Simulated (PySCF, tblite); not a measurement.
# C5H7O4 radical: geometry, infrared bands and EPR parameters

What infrared bands and EPR parameters should C5H7O4 radical (`C[C@@H](COC=O)C([O])=O`) show?

Computed with tblite 0.8.0 and PySCF 2.14.0, with density-fitted response routines of our own, on a single molecule in the gas phase. Atoms count from 0, in the outputs and in this text.

### 1 Starting geometry

16 atoms, charge 0, multiplicity 2; geometry from: force field or distance geometry start.

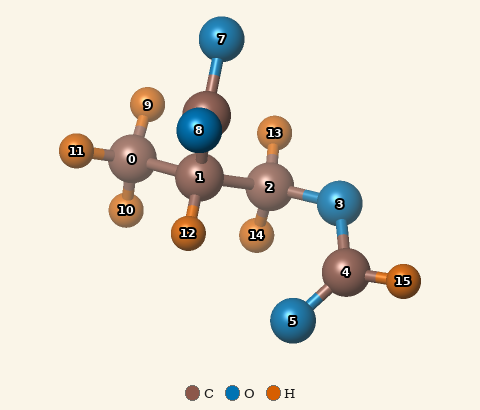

The starting geometry (carbon brown, oxygen blue, hydrogen orange), atoms numbered.

### 2 Geometry optimisation with GFN2-xTB

What the job is given:

```
{"job": {"kind": "relax", "xc": "GFN2-xTB", "basis": "xTB"}, "charge": 0, "multiplicity": 2}
C     -1.734000    -0.607800     0.534100
C     -0.464800     0.192500     0.240200
C      0.425100    -0.762000    -0.508100
O      1.659500    -0.257400    -0.901500
C      2.567300     0.167600     0.070500
O      2.351300     0.154400     1.290700
C     -0.797700     1.417900    -0.487300
O     -1.428500     1.297800    -1.729600
O     -0.520800     2.564600    -0.005100
H     -2.168000    -0.938700    -0.439200
H     -1.429200    -1.458900     1.172400
H     -2.472700    -0.001700     1.099200
H      0.039700     0.486200     1.195400
H     -0.155400    -1.147900    -1.375200
H      0.599600    -1.640700     0.156600
H      3.521000     0.542900    -0.324500
```

Started as:

```sh
$ OMP_NUM_THREADS=1 python probes_run.py task.json out
```

One launch serves the whole session: the jobs run in the order shown.

What it wrote:

```text
step      E/eV     max force
  0    -827.80315    8.528
  1    -829.14934    4.077
  2    -828.99339    9.693
  3    -829.39841    2.791
  4    -829.45617    2.179
  5    -829.52777    0.605
  6    -829.56144    0.497
  7    -829.59302    0.402
  8    -829.61039    0.345
  9    -829.62637    0.301
 10    -829.64031    0.242
 11    -829.64898    0.208
 12    -829.65535    0.232
 13    -829.66383    0.282
 14    -829.67632    0.310
 15    -829.69185    0.381
 16    -829.70493    0.357
 17    -829.71144    0.268
 18    -829.71874    0.173
 19    -829.72381    0.156
 20    -829.73064    0.182
 21    -829.73675    0.236
 22    -829.74415    0.240
 23    -829.75304    0.236
 24    -829.76232    0.219
 25    -829.76950    0.224
 26    -829.77351    0.440
 27    -829.78006    0.264
 28    -829.78710    0.195
 29    -829.79830    0.258
 30    -829.80184    0.312
 31    -829.80650    0.173
 32    -829.80915    0.229
 33    -829.81162    0.167
 34    -829.81334    0.148
 35    -829.81495    0.142
 36    -829.81643    0.097
 37    -829.81741    0.089
 38    -829.81875    0.108
 39    -829.81986    0.105
 40    -829.82102    0.110
 41    -829.82228    0.111
 42    -829.82383    0.111
 43    -829.82533    0.217
 44    -829.82598    0.214
 45    -829.82724    0.072
 46    -829.82785    0.069
 47    -829.82864    0.083
 48    -829.82943    0.085
 49    -829.83069    0.093
 50    -829.83183    0.119
 51    -829.83300    0.127
 52    -829.83422    0.112
 53    -829.83566    0.102
 54    -829.83713    0.092
 55    -829.83828    0.071
 56    -829.83918    0.074
 57    -829.84007    0.103
 58    -829.84099    0.111
 59    -829.84199    0.142
 60    -829.84300    0.221
 61    -829.84396    0.090
 62    -829.84476    0.321
 63    -829.84593    0.133
 64    -829.84734    0.077
 65    -829.84845    0.095
 66    -829.84972    0.083
 67    -829.85051    0.064
 68    -829.85089    0.164
 69    -829.85071    0.188
 70    -829.85137    0.048
 71    -829.85154    0.065
 72    -829.85181    0.089
 73    -829.85206    0.056
 74    -829.85216    0.041
 75    -829.85243    0.035
 76    -829.85271    0.044
 77    -829.85305    0.052
 78    -829.85335    0.055
 79    -829.85352    0.226
 80    -829.85412    0.054
 81    -829.85473    0.040
 82    -829.85556    0.067
 83    -829.85592    0.046
 84    -829.85617    0.038
 85    -829.85634    0.045
 86    -829.85644    0.021
 87    -829.85648    0.037
 88    -829.85652    0.022
 89    -829.85656    0.016
 90    -829.85662    0.023
 91    -829.85673    0.034
 92    -829.85691    0.040
 93    -829.85712    0.040
 94    -829.85734    0.036
 95    -829.85750    0.041
 96    -829.85762    0.042
 97    -829.85775    0.040
 98    -829.85790    0.028
 99    -829.85811    0.039
100    -829.85836    0.050
101    -829.85867    0.045
102    -829.85892    0.072
103    -829.85909    0.045
104    -829.85921    0.041
105    -829.85935    0.026
106    -829.85947    0.022
107    -829.85957    0.027
108    -829.85965    0.018
109    -829.85974    0.021
110    -829.85982    0.020
111    -829.85988    0.024
112    -829.85993    0.029
113    -829.85998    0.028
114    -829.86004    0.025
115    -829.86014    0.031
116    -829.86031    0.043
117    -829.86058    0.053
118    -829.86097    0.052
119    -829.86137    0.046
120    -829.86159    0.040
121    -829.86166    0.033
122    -829.86173    0.015
123    -829.86176    0.018
124    -829.86179    0.010
125    -829.86180    0.008
```

Wall time 0.64 s (1 thread of Arm Neoverse V2, shared host).

Step by step: (not every step is listed) (the energy doesn't fall at every step)

```
step  energy from step 0 (eV)  largest force (eV/Å)
   0                   0.0000                8.5281
   1                  -1.3462                4.0774
   2                  -1.1902                9.6930
   3                  -1.5953                2.7908
   4                  -1.6530                2.1794
   5                  -1.7246                0.6051
   6                  -1.7583                0.4972
   7                  -1.7899                0.4020
   8                  -1.8072                0.3454
  19                  -1.9207                0.1559
  30                  -1.9987                0.3120
  41                  -2.0191                0.1112
  52                  -2.0311                0.1122
  63                  -2.0428                0.1329
  74                  -2.0490                0.0405
  85                  -2.0532                0.0446
  96                  -2.0545                0.0418
 107                  -2.0564                0.0268
 118                  -2.0578                0.0522
 120                  -2.0584                0.0399
 121                  -2.0585                0.0329
 122                  -2.0586                0.0149
 123                  -2.0586                0.0178
 124                  -2.0586                0.0102
 125                  -2.0587                0.0076
```

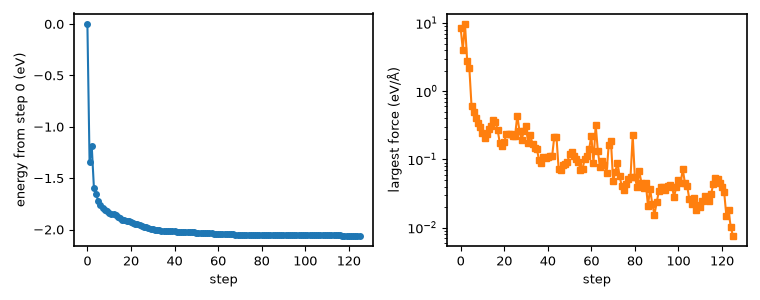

Energy and force, step by step.

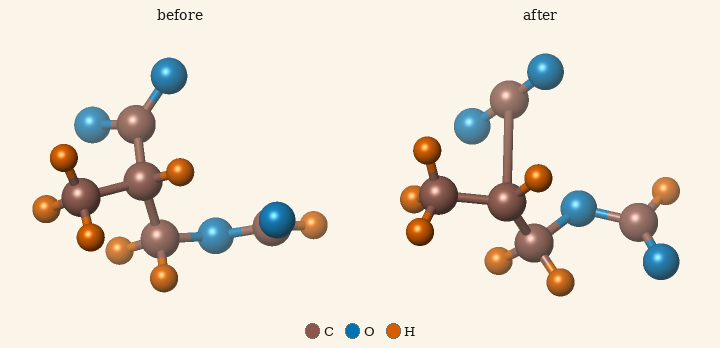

The geometry before (left) and after (right).

Distances of close pairs at the start and the end, largest changes first:

```
  bond  before (Å)  after (Å)  change (Å)
 C1–C6       1.463      3.044      +1.581
 C6–O7       1.398      1.144      -0.254
 C6–O8       1.274      1.144      -0.130
 O3–C4       1.396      1.318      -0.079
 C2–O3       1.390      1.457      +0.066
 C0–C1       1.529      1.475      -0.054
 C4–O5       1.239      1.195      -0.044
C1–H12       1.119      1.076      -0.043
```

The final coordinates are the input of the step that follows.

### 3 Vibrational analysis with GFN2-xTB

What the job is given:

```
{"job": {"kind": "ir", "xc": "GFN2-xTB", "basis": "xTB"}, "charge": 0, "multiplicity": 2}
C     -1.968763    -0.684186     0.608106
C     -0.536793    -0.385324     0.796154
C      0.501768    -0.902916    -0.109877
O      1.338200     0.183326    -0.601908
C      2.580261     0.244975    -0.166648
O      3.130085    -0.520151     0.568703
C     -0.692068     2.007814    -1.078624
O     -1.117788     1.338967    -1.903837
O     -0.291521     2.708896    -0.268031
H     -2.216332    -0.775357    -0.449249
H     -2.239923    -1.635441     1.083371
H     -2.589650     0.085817     1.062606
H     -0.216049     0.188330     1.648698
H      0.068624    -1.378937    -0.992614
H      1.184172    -1.605912     0.395590
H      3.058179     1.139044    -0.603850
```

What it wrote:

```text
mode    cm-1     km/mol
  1      15.9      2.47
  2      28.5      0.41
  3      39.3      1.19
  4      41.2      1.15
  5      60.8      0.67
  6      72.0      0.71
  7      85.4      1.08
  8      91.1      0.55
  9     240.3     10.32
 10     265.1      9.27
 11     386.1     15.99
 12     419.9     25.90
 13     486.5     31.28
 14     583.9     98.56
 15     598.2     58.58
 16     726.7      9.16
 17     858.2     29.59
 18     923.9     26.43
 19     935.2      8.84
 20     948.5     10.75
 21     993.0      0.47
 22    1112.9    120.36
 23    1149.9     68.10
 24    1175.6     26.85
 25    1200.3     12.67
 26    1278.3      9.59
 27    1345.9     10.30
 28    1349.0     41.82
 29    1392.9     16.51
 30    1411.9      8.36
 31    1416.7      3.14
 32    1459.5      6.54
 33    1467.0      8.02
 34    1788.0    526.83
 35    2586.3    902.00
 36    2819.4     96.01
 37    2830.8      5.36
 38    2887.2     18.48
 39    2968.0     14.93
 40    3002.8     14.90
 41    3020.8     21.08
 42    3119.0     23.23
```

Wall time 0.39 s (1 thread of Arm Neoverse V2, shared host).

Which atoms move in the most intense modes:

```
cm⁻¹  km/mol                                atoms
 584    98.6            C6 70 %, O7 14 %, O8 14 %
 598    58.6            C6 72 %, O7 14 %, O8 14 %
1113   120.4  C4 18 %, H13 15 %, C1 13 %, C2 13 %
1150    68.1   O3 25 %, C4 19 %, C1 16 %, C0 12 %
1349    41.8                             H15 76 %
1788   526.8                     C4 60 %, O5 38 %
2586   902.0            C6 73 %, O8 14 %, O7 14 %
2819    96.0                             H15 93 %
```

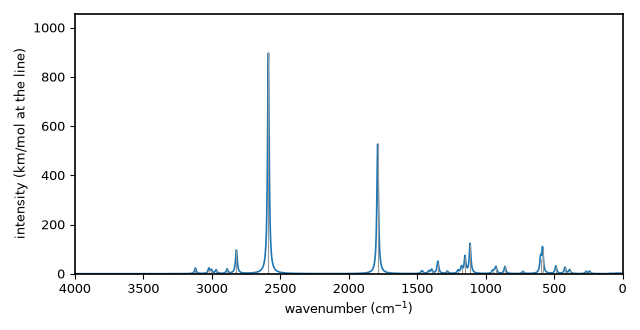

The infrared spectrum from these modes, unscaled. Lines are broadened to a width of 14 cm⁻¹ (Lorentzian).

The optimised geometry no longer has the bonds of the starting formula, so what follows describes that rearranged structure.

### 4 g tensor and hyperfine couplings: B3LYP/pcH-1

Same as in step 3 but for these lines:

```diff
@@ -1,2 +1,2 @@
-{"job": {"kind": "ir", "xc": "GFN2-xTB", "basis": "xTB"}, "charge": 0, "multiplicity": 2}
+{"job": {"kind": "epr", "basis": "pcH-1"}, "charge": 0, "multiplicity": 2}
 C     -1.968763    -0.684186     0.608106
```

With the program's defaults for keys left out, this is: UKS B3LYP, pcH-1 on C H O, non-relativistic, mean-field spin-orbit, GIAO.

What it wrote:

```text
UKS, coarse grid
  cycle   1  E = -495.35642092  |g| = 9.19e-01
  cycle   2  E = -494.64534116  |g| = 1.69e+00
  cycle   3  E = -495.62382398  |g| = 2.79e-01
  cycle   4  E = -495.64984268  |g| = 9.93e-02
  cycle   5  E = -495.65293599  |g| = 2.28e-02
  cycle   6  E = -495.65316588  |g| = 6.22e-03
  cycle   7  E = -495.65318406  |g| = 2.50e-03
  cycle   8  E = -495.65318495  |g| = 2.11e-03
  cycle   9  E = -495.65318653  |g| = 6.31e-04
UKS, final grid
  cycle   1  E = -495.65316423  |g| = 1.27e-03
  cycle   2  E = -495.65316145  |g| = 3.07e-03
  cycle   3  E = -495.65316481  |g| = 1.95e-04
  cycle   4  E = -495.65316482  |g| = 3.55e-05
  cycle   5  E = -495.65316482  |g| = 3.05e-05
  cycle   6  E = -495.65316483  |g| = 1.45e-05
E = -495.65316483 Eh   <S^2> = 0.7539 (exact 0.7500)
g shifts (ppm)      1          2          3
  rmc          -153       -153       -153
  gc             19         39         35
  oz_so        -224        333        708
  total        -359        219        591
hyperfine (MHz)  atom isotope    a_iso     a_fc   dipolar eigenvalues
    0   13C     -34.45     -34.45     -2.69      1.26      1.44
    1   13C      88.06      88.06    -80.11    -79.28    159.38
    2   13C     -26.32     -26.32     -3.07     -1.09      4.16
    3   17O     -32.05     -32.05    -13.32      6.48      6.84
    4   13C      -3.42      -3.42     -0.81     -0.35      1.16
    5   17O      -1.63      -1.63     -4.63      2.00      2.63
    6   13C      -0.75      -0.75     -0.84     -0.48      1.32
    7   17O      -1.49      -1.49     -1.72      0.85      0.87
    8   17O      -4.53      -4.53     -2.88      1.37      1.51
    9    1H      44.38      44.38     -4.55     -4.02      8.56
   10    1H     162.83     162.83     -5.81     -3.29      9.10
   11    1H      40.70      40.70     -4.63     -4.13      8.76
   12    1H     -60.76     -60.76    -37.70     -0.80     38.49
   13    1H       9.41       9.41     -5.35     -4.17      9.52
   14    1H     102.28     102.28     -6.83     -1.45      8.29
   15    1H      10.18      10.18     -1.36     -0.93      2.29
```

It took 91 s on 1 thread of Arm Neoverse V2, shared host; peak memory 0.97 GiB.

Principal g values 2.00196, 2.00254, 2.00291; g(iso) = 2.00247, against 2.00232 for a free electron.

Hyperfine couplings, nucleus by nucleus at this fixed geometry (no averaging over rotations):

```
nuclei  isotope  a(iso) (MHz)  a(iso) (G, at g = 2.0023)  largest dipolar term (MHz)
   H10       1H         162.8                       58.1                         9.1
   H14       1H         102.3                       36.5                         8.3
    C1      13C          88.1                       31.4                       159.4
   H12       1H         -60.8                      -21.7                        38.5
    H9       1H          44.4                       15.8                         8.6
   H11       1H          40.7                       14.5                         8.8
    C0      13C         -34.5                      -12.3                        -2.7
    O3      17O         -32.1                      -11.4                       -13.3
    C2      13C         -26.3                       -9.4                         4.2
   H15       1H          10.2                        3.6                         2.3
   H13       1H           9.4                        3.4                         9.5
    O8      17O          -4.5                       -1.6                        -2.9
    C4      13C          -3.4                       -1.2                         1.2
    O5      17O          -1.6                       -0.6                        -4.6
```

Mulliken spin populations:

C0 -0.09; C1 1.01; C2 -0.06; O3 0.03; C4 0.00; O5 0.01; C6 0.00; O7 0.00; O8 0.00; H9 0.02; H10 0.06; H11 0.02; H12 -0.04; H13 0.00; H14 0.04; H15 0.00

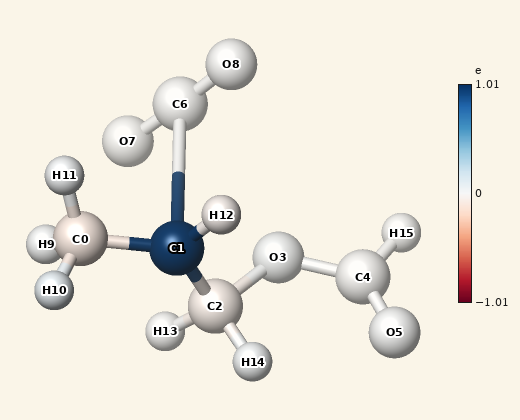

Mulliken spin populations, as colours on the atoms.

Orbitals, density, ELF and potential are computed afterwards from the orbital file.

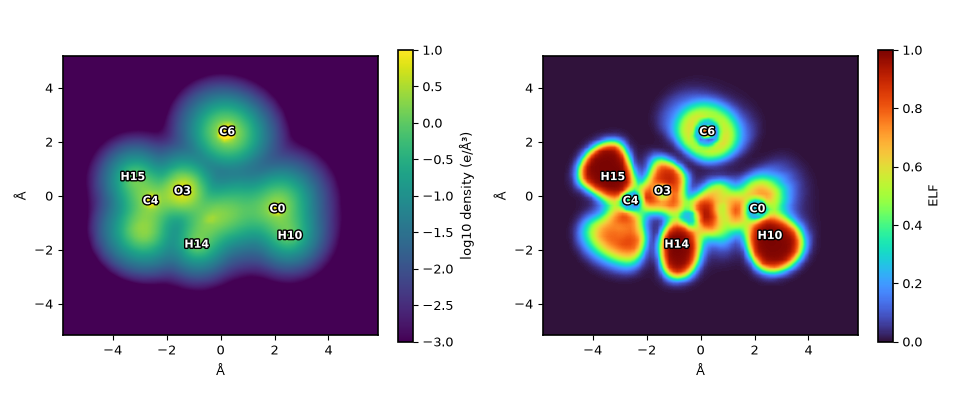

Density (left) and ELF (right) in a plane through or near 7 of the atoms.

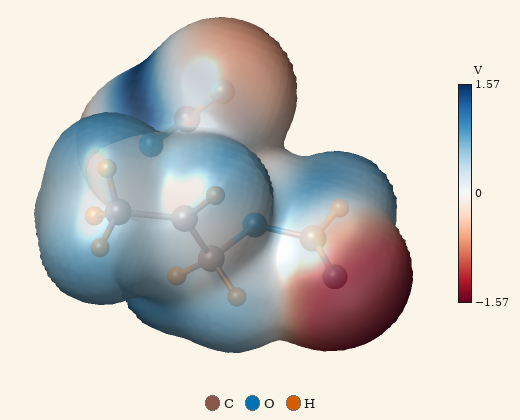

The potential that a unit positive charge feels on the 0.002 e/bohr³ surface, from -1.57 V near O5 to 1.42 V near C6.

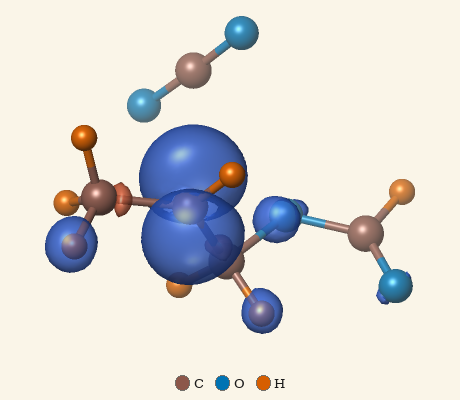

Spin density at ±0.04 e/Å³ (alpha excess blue, beta excess red).

### 5 Results

| quantity | value |
| --- | --- |
| strongest single infrared mode (GFN2-xTB) | 2586 cm⁻¹, 902 km/mol |
| zero-point energy (GFN2-xTB) | 70.9 kcal/mol |
| g(iso) (B3LYP) | 2.00247 |
| ⟨S²⟩ | 0.754 (exact 0.75) |
| largest a(iso) | 1H on H10, 162.8 MHz |
| surface potential, least and greatest | -1.57 V and 1.42 V |

The optimisation took 125 steps and gained 2.059 eV; among the close pairs (by a distance rule), C1–C6 changed most, from 1.463 to 3.044 Å. No mode is imaginary among the 42: a minimum at this level. The strongest single mode, at 2586 cm⁻¹, moves mainly C6. GFN2-xTB is a fitted tight-binding method: band positions and strengths are rough. Its intensities can rank the bands wrongly. The structure rearranged or came apart on optimisation; the results belong to the end geometry, not to the formula as drawn. C1 carries the largest spin population, 1.01 e. The isotropic g lies 0.2 ppt above the free-electron value.
